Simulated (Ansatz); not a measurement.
# BHO2 (oxoborinic acid): CAM-B3LYP/def2-TZVPP

Aim: the vertical ionisation energy of BHO2 (oxoborinic acid) at CAM-B3LYP/def2-TZVPP, from 2 runs. 

Program for the calculation: Ansatz 0.2.0.

51 further runs of the same task are left out: 51 set aside as unsound or not needed.

**1. Starting point**

BHO2: 4 atoms, total charge 0, spin state singlet. As SMILES, `O=BO`. Geometry: relaxed at PBE0-D4/def2-TZVP.

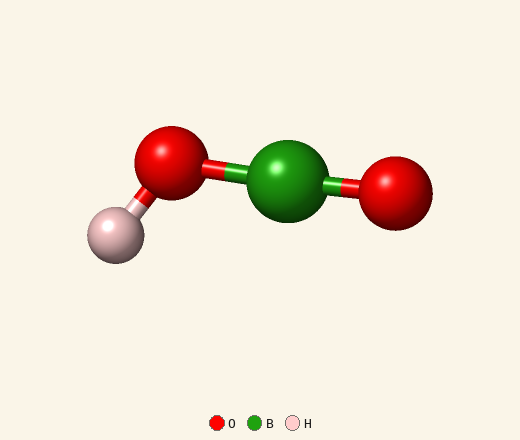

The structure, seen from a chosen angle (oxygen red, boron green, hydrogen pink).

**2. The energy at CAM-B3LYP/def2-TZVPP**

job.yaml reads:

```yaml
crystal:
  periodic: [false, false, false]
  atoms:
    - symbol: O
      position_ang: [-1.555100, 0.523500, 0.428500]
    - symbol: B
      position_ang: [-0.423900, 0.132000, 0.248600]
    - symbol: O
      position_ang: [0.816700, -0.302000, 0.108600]
    - symbol: H
      position_ang: [1.162300, -0.353500, -0.785700]
basis:
  gaussian:
    orbitals: def2-TZVPP
accuracy: high
output: {orbitals: {seedname: orbitals}}
hamiltonian:
  xc: {name: CAM-B3LYP}
```

On the command line:

```bash
$ ansatz run job.yaml --threads 1 --pin off --max-ram 3480MiB --events-out events.jsonl --progress --plain --runs-dir runs
```

Output:

```text
Warning: RAYON_NUM_THREADS=1 ignored (pool sized by the plan → 1); use --threads N
Functional definition: CAM-B3LYP
  name "CAM-B3LYP"
  parameter alpha = 0.19
  parameter beta = 0.46
  parameter omega = 0.33/bohr
  parameter ac = 0.81
  exchange = (1 - alpha - beta)*b88_x + beta*b88_x_sr(omega) + alpha*exact_x + beta*exact_x_lr(omega)
  correlation = (1 - ac)*vwn5_c + ac*lyp_c
1677 factors; integrals over basis functions are off by at most 4.5e-9 eV
281 factors; integrals over basis functions are off by at most 1.7e-9 eV
mean field evaluation 1: about -4781.8542 eV, gradient 6.8e1 eV
mean field evaluation 2: about -4771.6521 eV, gradient 1.0e2 eV
mean field evaluation 4: about -4789.2441 eV, gradient 4.5e0 eV
mean field evaluation 8: about -4789.2736 eV, gradient 1.8e-1 eV
mean field evaluation 16: about -4789.2737 eV, gradient 7.3e-6 eV
mean field -4789.27365415 eV, -176.0025605036 hartree, gradient 5.5e-8 eV, S^2 0.000000; 0 other end points of the search recorded, 0 dependent functions left out
reference -4789.27366965 eV, -176.0025610732 hartree; 11, 11 occupied and 96, 96 virtual orbitals, 1677 factors
Total energy: -4789.27366965 eV, -176.0025610732 hartree
```

Run time: 4.8 s. Hardware: 1 thread of Arm Neoverse V1, shared host; peak memory 0.26 GiB.

**3. The doublet cation, same level**

molecule.yaml reads:

```yaml
crystal:
  periodic: [false, false, false]
  atoms:
    - symbol: O
      position_ang: [-1.555100, 0.523500, 0.428500]
    - symbol: B
      position_ang: [-0.423900, 0.132000, 0.248600]
    - symbol: O
      position_ang: [0.816700, -0.302000, 0.108600]
    - symbol: H
      position_ang: [1.162300, -0.353500, -0.785700]
basis:
  gaussian: {orbitals: def2-TZVPP}
total_charge: 1
magnetization: {spin_polarized: true, initial_magnetization: 1}
hamiltonian: {xc: {name: CAM-B3LYP}}
accuracy: high
output: {orbitals: {seedname: orbitals}}
```

On the command line:

```bash
$ ansatz run molecule.yaml --threads 1 --pin off --max-ram 3480MiB --events-out events.jsonl --progress --plain --runs-dir runs
```

Output (excerpt; [...] marks lines left out):

```text
Warning: RAYON_NUM_THREADS=1 ignored (pool sized by the plan → 1); use --threads N
[... 2 set-up lines as earlier in the session ...]
[...]
1677 factors; integrals over basis functions are off by at most 4.5e-9 eV
281 factors; integrals over basis functions are off by at most 1.7e-9 eV
[...]
mean field -4776.88650361 eV, -175.5473411177 hartree, gradient 5.2e-8 eV, S^2 0.762530; 2 other end points of the search recorded, 0 dependent functions left out
reference -4776.88651815 eV, -175.5473416520 hartree; 11, 10 occupied and 96, 97 virtual orbitals, 1677 factors
Total energy: -4776.88651815 eV, -175.5473416520 hartree
```

Wall time 14 s (1 thread of Arm Neoverse V1, shared host); peak memory 0.34 GiB.

**4. Outcome**

Level: CAM-B3LYP/def2-TZVPP.

| quantity | value |
| --- | --- |
| singlet BHO2: total energy | -176.00256 Eh |
| singlet BHO2: HOMO energy | -10.89 eV |
| singlet BHO2: LUMO energy | 0.24 eV |
| singlet BHO2: HOMO–LUMO gap | 11.13 eV |
| doublet cation: total energy | -175.54734 Eh |
| doublet cation: HOMO energy (highest over α and β) | -20.88 eV |
| doublet cation: LUMO energy (lowest over α and β) | -13.95 eV |
| doublet cation: ⟨S²⟩ | 0.763 |
| vertical ionisation energy (to the doublet cation) | 12.387 eV |

The vertical ionisation energy comes to 12.39 eV (286 kcal/mol). −ε(HOMO) before ionisation, 10.89 eV, is 1.50 eV below this ionisation energy.
